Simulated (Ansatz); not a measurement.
# SiO2: Cl on a O site, part 2 of 2

Aim: put Cl on a O site into a supercell of SiO2, relax it, and see where its spin, its levels and any extra charge sit.

Ansatz 0.2.0; DFT PBE, scalar-relativistic, plane waves, PAW. Earlier steps stand in the parts before.

**4. The neutral defect**

The input, input.yaml:

```yaml
crystal:
  lattice:
    - [-4.982, 4.982, 6.963]
    - [4.982, -4.982, 6.963]
    - [4.982, 4.982, -6.963]
  atoms:
    - { symbol: Si, position: [0.1520363457, 0.1581705082, 0.305274441], spin: 0.1 }
    - { symbol: Si, position: [0.6471225011, 0.6384725407, 0.2998166767] }
    - { symbol: Si, position: [0.6629482748, 0.1396318472, 0.8003363029] }
    - { symbol: Si, position: [0.1471266948, 0.654581254, 0.8185312197] }
    - { symbol: Si, position: [0.0225654425, 0.2394498845, -0.034209227], spin: 0.2 }
    - { symbol: Si, position: [0.5262406114, 0.731686461, 0.0176706966] }
    - { symbol: Si, position: [0.5283356518, 0.2212745081, 0.503948869] }
    - { symbol: Si, position: [0.0224608498, 0.7074637905, 0.4972464736] }
    - { symbol: Si, position: [0.6049446487, 0.103670443, 0.1987328732] }
    - { symbol: Si, position: [0.0868220166, 0.6023773608, 0.1989023672] }
    - { symbol: Si, position: [0.09484481, 0.0823913127, 0.6648592369] }
    - { symbol: Si, position: [0.5925326781, 0.5992254068, 0.7143795376] }
    - { symbol: Si, position: [0.47448433, 0.2627925306, -0.0196147882] }
    - { symbol: Si, position: [0.9635267653, 0.788829436, 0.0189674796] }
    - { symbol: Si, position: [0.9798982593, 0.2832222241, 0.4973882111] }
    - { symbol: Si, position: [0.4686357539, 0.7623760669, 0.5038198279] }
    - { symbol: Cl, position: [0.2649968763, 0.3029030292, 0.185139117], spin: 0.09 }
    - { symbol: O, position: [0.6482756109, 0.7232830711, 0.1961705808] }
    - { symbol: O, position: [0.6512262621, 0.1866666535, 0.6599529436] }
    - { symbol: O, position: [0.1391711729, 0.7114792635, 0.6865635949] }
    - { symbol: O, position: [0.0322734398, 0.4210696021, 0.009115983], spin: 0.2 }
    - { symbol: O, position: [0.5972067924, 0.9147690612, 0.0769497075] }
    - { symbol: O, position: [0.5940632888, 0.4153162164, 0.5897247817] }
    - { symbol: O, position: [0.0767989888, 0.8899363393, 0.5456717028] }
    - { symbol: O, position: [0.7893138089, 0.2353677713, 0.3289570967] }
    - { symbol: O, position: [0.2812357694, 0.7104369773, 0.3258528944] }
    - { symbol: O, position: [0.2862662494, 0.1991612917, 0.7986336561] }
    - { symbol: O, position: [0.7751385369, 0.7321289188, 0.8426100645] }
    - { symbol: O, position: [0.1081894818, 0.298560655, 0.4443146636], spin: 0.2 }
    - { symbol: O, position: [0.5933753789, 0.7436434556, 0.4401909932] }
    - { symbol: O, position: [0.6077714058, 0.2657837857, 0.9302343552] }
    - { symbol: O, position: [0.0833144875, 0.7661262986, 0.9465919018] }
    - { symbol: O, position: [0.4828044812, 0.1408937686, 0.0464996473] }
    - { symbol: O, position: [0.9686761088, 0.6855153422, 0.1060992531] }
    - { symbol: O, position: [0.9838500613, 0.1347203272, 0.5253943] }
    - { symbol: O, position: [0.4653553686, 0.6472226521, 0.5759120555] }
    - { symbol: O, position: [0.5379725341, 0.1151789558, 0.3229546463] }
    - { symbol: O, position: [0.0453138379, 0.582887939, 0.3300083461] }
    - { symbol: O, position: [0.0149021575, 0.1034742593, 0.7811241321], spin: 0.2 }
    - { symbol: O, position: [0.5311788681, 0.5990643925, 0.8391650564] }
    - { symbol: O, position: [0.3411636824, 0.1640544977, 0.4432378771], spin: 0.2 }
    - { symbol: O, position: [0.8334695038, 0.643180483, 0.4263502416] }
    - { symbol: O, position: [0.8579972654, 0.1612341097, 0.9393838146], spin: 0.2 }
    - { symbol: O, position: [0.340185431, 0.6855699147, 0.9631127448] }
    - { symbol: O, position: [0.5184094852, 0.4510156013, 0.1476415987] }
    - { symbol: O, position: [0.0198611686, 0.9776688243, 0.1927308559], spin: 0.06 }
    - { symbol: O, position: [0.0348117823, 0.4612881154, 0.6893016125] }
    - { symbol: O, position: [0.5377218372, 0.9549078808, 0.6804645697] }
magnetization:
  spin_polarized: true
basis:
  ecutwfc: 420
  fft_grid_basis: typed
kpoints:
  mp_grid: { grid: [2, 2, 2] }
hamiltonian:
  xc: pbe
  pseudopotentials: { kind: paw }
scf:
  occupations: { method: gaussian, width: 0.05 }
output:
  forces: true
  stress: false
  eigenvalues: true
  bader: true
  write_density: true
  volumetric_format: npy
  populations: true
```

On the command line:

```sh
> ansatz run input.yaml --threads 4 --pin off --max-ram 10240MiB --backend cpu --events-out ev --progress --plain --runs-dir out
```

Standard output, cut to the lines that bear on the results:

```text
Warning: RAYON_NUM_THREADS=4 ignored (pool sized by the plan → 4); use --threads N
[...]
Pseudopotentials: kind: paw
Pseudopotential: Si, paw, valence charge 4, recommended cutoff 420 eV (normal), Si.paw.azcp
Pseudopotential: Cl, paw, valence charge 7, recommended cutoff 420 eV (normal), Cl.paw.azcp
Pseudopotential: O, paw, valence charge 6, recommended cutoff 420 eV (normal), O.paw.azcp
Functional definition: PBE
[...]
Crystal: 48 atoms, lattice volume = 691.296 Å³
Basis set: ecut = 420 eV, 13539 PW (Γ), exchange–correlation on 144×144×144 points (8 copies of the dense FFT grid, shifted against one another)
Bands: 178, of which v1, the nominal top of the filled ones, is band 129 counted from 1 (128 counted from 0)
Symmetry: 1 space group operations
Space group: P1 (ITA 1), of the structure as read, at distance tolerance 8.8e-5 Å
Magnetic group: BNS 1.1 (UNI 1), of the structure as read, at distance tolerance 8.8e-5 Å
[...]
    26      O     -1.6503     0.0053     0.0022
    27      O     -1.6479     0.0054     0.0004
    28      O     -1.6441     0.0054     0.0672
    29      O     -1.6518     0.0047     0.0004
    30      O     -1.6454     0.0054     0.0006
    31      O     -1.6524     0.0053     0.0034
    32      O     -1.6496     0.0050     0.0009
    33      O     -1.6453     0.0051     0.0049
    34      O     -1.6467     0.0050     0.0029
    35      O     -1.6464     0.0054     0.0005
    36      O     -1.6515     0.0053     0.0002
    37      O     -1.6417     0.0055     0.0004
    38      O     -1.6454     0.0051     0.0010
    39      O     -1.6459     0.0054     0.0004
    40      O     -1.6429     0.0051     0.0614
    41      O     -1.6484     0.0053     0.0002
    42      O     -1.6372     0.0054     0.0179
    43      O     -1.6473     0.0053     0.0001
    44      O     -1.6526     0.0053     0.0050
    45      O     -1.6438     0.0052     0.0998
    46      O     -1.6458     0.0054     0.0047
    47      O     -1.6462     0.0054     0.0005
  estimated error of the sums over rays = 4.9e-4 e
```

Run time: 3.3 min. Hardware: 4 threads of Intel Xeon Platinum 8488C (Sapphire Rapids), shared host; peak memory 3.5 GiB.

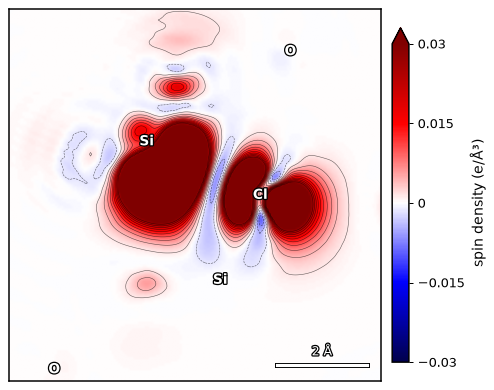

Spin density (up less down): a map on a plane through the defect site (centre) and two of its neighbours.

**How large is the moment, and where does it sit?**

- The supercell carries 1.0 μB.
- The unpaired spin is localised: about 95 % lies on the atoms within 3.2 Å of the site, which are 20 % of all atoms; mostly on one Si atom 1.6 Å from the site (40 %), one Cl atom 1.4 Å from the site (25 %), one O atom 2.7 Å from the site (15 %) and two O atoms 2.6 Å from the site (15 % together).

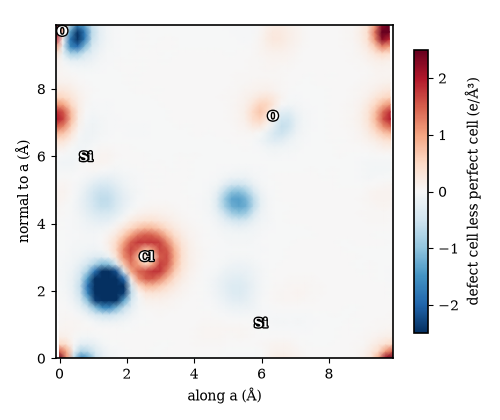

Density of the defect cell less that of the perfect one in a lattice plane of the grid's cell (edges 9.91 and 9.91 Å, at 0.185 of the third edge), which holds Si and Cl and O; moved atoms show as pairs of gain and loss.

**5. Energy-resolved densities of the defect cell**

input.yaml: that of step 4 with these lines changed.

```diff
@@ -10,3 +10,3 @@
     - { symbol: Si, position: [0.1471266948, 0.654581254, 0.8185312197] }
-    - { symbol: Si, position: [0.0225654425, 0.2394498845, -0.034209227], spin: 0.2 }
+    - { symbol: Si, position: [0.0225654425, 0.2394498845, -0.034209227] }
     - { symbol: Si, position: [0.5262406114, 0.731686461, 0.0176706966] }
@@ -26,3 +26,3 @@
     - { symbol: O, position: [0.1391711729, 0.7114792635, 0.6865635949] }
-    - { symbol: O, position: [0.0322734398, 0.4210696021, 0.009115983], spin: 0.2 }
+    - { symbol: O, position: [0.0322734398, 0.4210696021, 0.009115983] }
     - { symbol: O, position: [0.5972067924, 0.9147690612, 0.0769497075] }
@@ -34,3 +34,3 @@
     - { symbol: O, position: [0.7751385369, 0.7321289188, 0.8426100645] }
-    - { symbol: O, position: [0.1081894818, 0.298560655, 0.4443146636], spin: 0.2 }
+    - { symbol: O, position: [0.1081894818, 0.298560655, 0.4443146636], spin: 0.04 }
     - { symbol: O, position: [0.5933753789, 0.7436434556, 0.4401909932] }
@@ -44,7 +44,7 @@
     - { symbol: O, position: [0.0453138379, 0.582887939, 0.3300083461] }
-    - { symbol: O, position: [0.0149021575, 0.1034742593, 0.7811241321], spin: 0.2 }
+    - { symbol: O, position: [0.0149021575, 0.1034742593, 0.7811241321] }
     - { symbol: O, position: [0.5311788681, 0.5990643925, 0.8391650564] }
-    - { symbol: O, position: [0.3411636824, 0.1640544977, 0.4432378771], spin: 0.2 }
+    - { symbol: O, position: [0.3411636824, 0.1640544977, 0.4432378771], spin: 0.04 }
     - { symbol: O, position: [0.8334695038, 0.643180483, 0.4263502416] }
-    - { symbol: O, position: [0.8579972654, 0.1612341097, 0.9393838146], spin: 0.2 }
+    - { symbol: O, position: [0.8579972654, 0.1612341097, 0.9393838146], spin: 0.01 }
     - { symbol: O, position: [0.340185431, 0.6855699147, 0.9631127448] }
@@ -66,2 +66,3 @@
   occupations: { method: gaussian, width: 0.05 }
+  n_extra_bands: 18
 output:
@@ -70,5 +71,21 @@
   eigenvalues: true
-  bader: true
-  write_density: true
+  bader: false
+  write_density: false
   volumetric_format: npy
   populations: true
+  band_densities:
+    - { e_range: [-1.24, -0.63] }
+    - { e_range: [0.63, 1.24] }
+    - { e_range: [-0.75, -0.61] }
+    - { e_range: [0.61, 0.9] }
+  dos:
+    e_range: [-30, 8]
+    de: 0.02
+    method: { smearing: { sigma: 0.03, scheme: gaussian } }
+    projected: { site_lists: { Cl: [Cl], O: [O], Si: [Si] } }
+checkpoint:
+  read: start.run
+  write: ck
+  compress: false
+  write_wavefunctions: false
+  write_every: 100000
```

On the command line:

```sh
> ansatz run input.yaml --threads 4 --pin off --max-ram 10240MiB --backend cpu --events-out ev --progress --plain --runs-dir out
```

Standard output, cut to the lines that bear on the results:

```text
Warning: the band count 147 (scf.n_extra_bands) hosts the net moment |M| = 0.3400 μB (N_el = 257) but caps the reachable moment at 2·n_bands − N_el = 37.0000 μB, below the 177 bands that the automatic rule leaves for it — a moment growing past the seed, or the majority channel's smearing [...]
Warning: checkpoint.read: spin seed differs: saved 15dc18c5ad4a…, current 6ce57e47070d…; the loaded state replaces the seed-built initial guess (but the starting_ns of a DFT+U solve that opens without the state's occupation matrices), so the run may converge into the producing seed's [...]
Warning: RAYON_NUM_THREADS=4 ignored (pool sized by the plan → 4); use --threads N
scf.n_extra_bands = 18 over 129 filled bands (N_el = 257.0): the run solves 147 bands
[...]
[... 5 set-up lines as earlier in the session ...]
[...]
Crystal: 48 atoms, lattice volume = 691.296 Å³
[...]
    24      O      6.7887    -0.0000
    25      O      6.7862     0.0004
    26      O      6.7896     0.0007
    27      O      6.7895     0.0000
    28      O      6.7734     0.0384
    29      O      6.7946     0.0001
    30      O      6.7882     0.0002
    31      O      6.7907     0.0004
    32      O      6.7931     0.0005
    33      O      6.7892     0.0028
    34      O      6.7889     0.0018
    35      O      6.7908     0.0002
    36      O      6.7940    -0.0000
    37      O      6.7844     0.0002
    38      O      6.7819    -0.0001
    39      O      6.7887     0.0001
    40      O      6.7759     0.0419
    41      O      6.7906     0.0001
    42      O      6.7667     0.0044
    43      O      6.7902     0.0000
    44      O      6.7941     0.0016
    45      O      6.7704     0.0716
    46      O      6.7868     0.0031
    47      O      6.7884     0.0002
  spilling = 0.013695 (of n_electrons = 257.000000)
--- Band densities, each state counted as filled ---
  window                                       electrons  max residual (eV)  cut levels
  e_range: [-1.24, -0.63]            1.000000 + 0.000000             2.1e-6           0
  e_range: [0.63, 1.24]              0.000000 + 1.000000             2.2e-4           0
  e_range: [-0.75, -0.61]            1.000000 + 0.000000             2.1e-6           0
  e_range: [0.61, 0.9]               0.000000 + 1.000000             2.2e-4           0
```

Run time: 34 s. Hardware: 4 threads of Intel Xeon Platinum 8488C (Sapphire Rapids), shared host; peak memory 3.1 GiB.

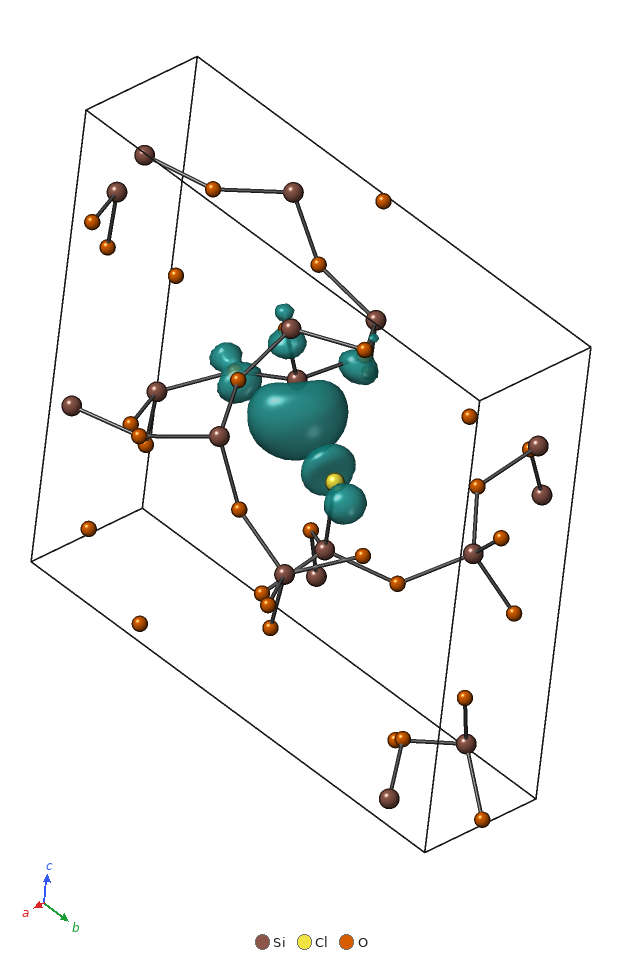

Density of the Kohn–Sham states between −0.75 and −0.61 eV from the Fermi level, scaled to one electron: teal surface at 0.05 1/Å³, in the supercell (defect at the centre) seen slightly off an axis.

**Is this a localised defect state, and where does it sit?**

The state is localised: about 95 % lies on the atoms within 3.2 Å of the site, which are 20 % of all atoms; mostly on one Si atom 1.6 Å from the site (35 %), one Cl atom 1.4 Å from the site (25 %), one O atom 2.7 Å from the site (15 %) and two O atoms 2.6 Å from the site (20 % together). Its character is Si 3s (30 %), Si 3p (30 %) and O 2p (20 %). The window holds 1 spin-orbital, filled, all of one spin. The perfect supercell's gap is 5.8 eV at this level.

**6. Charge state +1 at the neutral geometry**

A uniform background compensates the charge; no finite-size correction is applied.

input.yaml: that of step 5 with these lines changed.

```diff
@@ -10,3 +10,3 @@
     - { symbol: Si, position: [0.1471266948, 0.654581254, 0.8185312197] }
-    - { symbol: Si, position: [0.0225654425, 0.2394498845, -0.034209227] }
+    - { symbol: Si, position: [0.0225654425, 0.2394498845, -0.034209227], spin: 0.2 }
     - { symbol: Si, position: [0.5262406114, 0.731686461, 0.0176706966] }
@@ -26,3 +26,3 @@
     - { symbol: O, position: [0.1391711729, 0.7114792635, 0.6865635949] }
-    - { symbol: O, position: [0.0322734398, 0.4210696021, 0.009115983] }
+    - { symbol: O, position: [0.0322734398, 0.4210696021, 0.009115983], spin: 0.2 }
     - { symbol: O, position: [0.5972067924, 0.9147690612, 0.0769497075] }
@@ -34,3 +34,3 @@
     - { symbol: O, position: [0.7751385369, 0.7321289188, 0.8426100645] }
-    - { symbol: O, position: [0.1081894818, 0.298560655, 0.4443146636], spin: 0.04 }
+    - { symbol: O, position: [0.1081894818, 0.298560655, 0.4443146636], spin: 0.2 }
     - { symbol: O, position: [0.5933753789, 0.7436434556, 0.4401909932] }
@@ -44,7 +44,7 @@
     - { symbol: O, position: [0.0453138379, 0.582887939, 0.3300083461] }
-    - { symbol: O, position: [0.0149021575, 0.1034742593, 0.7811241321] }
+    - { symbol: O, position: [0.0149021575, 0.1034742593, 0.7811241321], spin: 0.2 }
     - { symbol: O, position: [0.5311788681, 0.5990643925, 0.8391650564] }
-    - { symbol: O, position: [0.3411636824, 0.1640544977, 0.4432378771], spin: 0.04 }
+    - { symbol: O, position: [0.3411636824, 0.1640544977, 0.4432378771], spin: 0.2 }
     - { symbol: O, position: [0.8334695038, 0.643180483, 0.4263502416] }
-    - { symbol: O, position: [0.8579972654, 0.1612341097, 0.9393838146], spin: 0.01 }
+    - { symbol: O, position: [0.8579972654, 0.1612341097, 0.9393838146], spin: 0.2 }
     - { symbol: O, position: [0.340185431, 0.6855699147, 0.9631127448] }
@@ -56,2 +56,3 @@
   spin_polarized: true
+total_charge: 1
 basis:
@@ -66,3 +67,2 @@
   occupations: { method: gaussian, width: 0.05 }
-  n_extra_bands: 18
 output:
@@ -71,21 +71,5 @@
   eigenvalues: true
-  bader: false
-  write_density: false
+  bader: true
+  write_density: true
   volumetric_format: npy
   populations: true
-  band_densities:
-    - { e_range: [-1.24, -0.63] }
-    - { e_range: [0.63, 1.24] }
-    - { e_range: [-0.75, -0.61] }
-    - { e_range: [0.61, 0.9] }
-  dos:
-    e_range: [-30, 8]
-    de: 0.02
-    method: { smearing: { sigma: 0.03, scheme: gaussian } }
-    projected: { site_lists: { Cl: [Cl], O: [O], Si: [Si] } }
-checkpoint:
-  read: start.run
-  write: ck
-  compress: false
-  write_wavefunctions: false
-  write_every: 100000
```

On the command line:

```sh
> ansatz run input.yaml --threads 4 --pin off --max-ram 10240MiB --backend cpu --events-out ev --progress --plain --runs-dir out
```

Standard output, cut to the lines that bear on the results:

```text
Warning: RAYON_NUM_THREADS=4 ignored (pool sized by the plan → 4); use --threads N
[...]
[... 5 set-up lines as earlier in the session ...]
[...]
Crystal: 48 atoms, lattice volume = 691.296 Å³
Basis set: ecut = 420 eV, 13539 PW (Γ), exchange–correlation on 144×144×144 points (8 copies of the dense FFT grid, shifted against one another)
Bands: 177, of which v1, the nominal top of the filled ones, is band 128 counted from 1 (127 counted from 0)
[... 2 set-up lines as earlier in the session ...]
Magnetic group: BNS 1.1 (UNI 1), of the structure as read, at distance tolerance 8.8e-5 Å
k-points: 8
[...]
Starting moments: Σ|m| = 1.45 μB on 9 of 48 sites
[...]
WARN: the starting moments were not kept: the SCF closed with an absolute magnetisation of 1.0e-5 μB, where they sum to 1.45 μB in size (9 sites). That is at most 0.1 of that sum. Measured as dr2_m measures the in/out step, that magnetisation stands 1.1e-11 eV from none, at or under the [...]
    22      O     -1.6421     0.0053     0.0000
    23      O     -1.6424     0.0050     0.0000
    24      O     -1.6398     0.0054     0.0000
    25      O     -1.6433     0.0053     0.0000
    26      O     -1.6461     0.0053     0.0000
    27      O     -1.6397     0.0054     0.0000
    28      O     -1.5921     0.0055     0.0000
    29      O     -1.6477     0.0047     0.0000
    30      O     -1.6391     0.0054     0.0000
    31      O     -1.6470     0.0053     0.0000
    32      O     -1.6451     0.0050     0.0000
    33      O     -1.6291     0.0051     0.0000
    34      O     -1.6362     0.0050     0.0000
    35      O     -1.6435     0.0054     0.0000
    36      O     -1.6453     0.0053     0.0000
    37      O     -1.6393     0.0055     0.0000
    38      O     -1.6335     0.0051     0.0000
    39      O     -1.6422     0.0054     0.0000
    40      O     -1.5876     0.0052     0.0000
    41      O     -1.6437     0.0053     0.0000
    42      O     -1.6268     0.0054     0.0000
    43      O     -1.6428     0.0053     0.0000
    44      O     -1.6458     0.0053     0.0000
    45      O     -1.5707     0.0053     0.0000
    46      O     -1.6310     0.0054     0.0000
    47      O     -1.6396     0.0054     0.0000
  estimated error of the sums over rays = 4.8e-4 e
```

It took 3.3 min on 4 threads of Intel Xeon Platinum 8488C (Sapphire Rapids), shared host; peak memory 3.5 GiB.

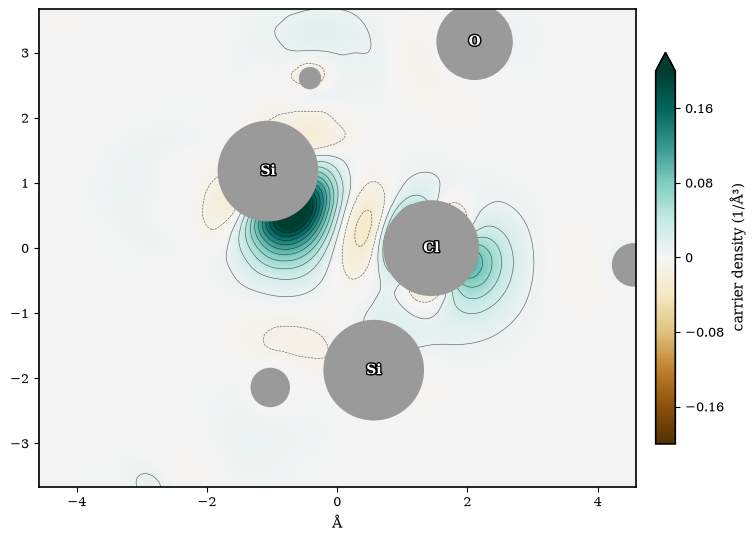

Change of density from the neutral defect, for each electron removed, positive where the hole sits: a map on a plane through the defect site (centre) and two of its neighbours, with grey discs over the atomic cores.

**Does the defect hold the charge?**

The hole is localised: about 70 % lies on the atoms within 3.2 Å of the site, which are 20 % of all atoms; mostly on one Cl atom 1.4 Å from the site (20 %), one Si atom 1.6 Å from the site (15 %), one O atom 2.7 Å from the site (10 %) and two O atoms 2.6 Å from the site (15 % together). The moment goes from 1.0 to 0.0 μB.

**7. Outcome**

This closing draws on all 2 parts.

| quantity | value |
| --- | --- |
| gap of the perfect supercell on its mesh | 5.76 eV |
| neutral defect | moment 1.00 μB, largest force 0.01 eV/Å |
| charge +1 | moment 0.00 μB, largest force 3.42 eV/Å |

The supercell carries 1.0 μB. The unpaired spin is localised: about 95 % lies on the atoms within 3.2 Å of the site, which are 20 % of all atoms; mostly on one Si atom 1.6 Å from the site (40 %), one Cl atom 1.4 Å from the site (25 %), one O atom 2.7 Å from the site (15 %) and two O atoms 2.6 Å from the site (15 % together). The state is localised: about 95 % lies on the atoms within 3.2 Å of the site, which are 20 % of all atoms; mostly on one Si atom 1.6 Å from the site (35 %), one Cl atom 1.4 Å from the site (25 %), one O atom 2.7 Å from the site (15 %) and two O atoms 2.6 Å from the site (20 % together). Its character is Si 3s (30 %), Si 3p (30 %) and O 2p (20 %). The hole is localised: about 70 % lies on the atoms within 3.2 Å of the site, which are 20 % of all atoms; mostly on one Cl atom 1.4 Å from the site (20 %), one Si atom 1.6 Å from the site (15 %), one O atom 2.7 Å from the site (10 %) and two O atoms 2.6 Å from the site (15 % together). The moment goes from 1.0 to 0.0 μB. The supercell is small: defect states overlap with their copies. A semilocal functional narrows the host's gap and tends to spread defect states.
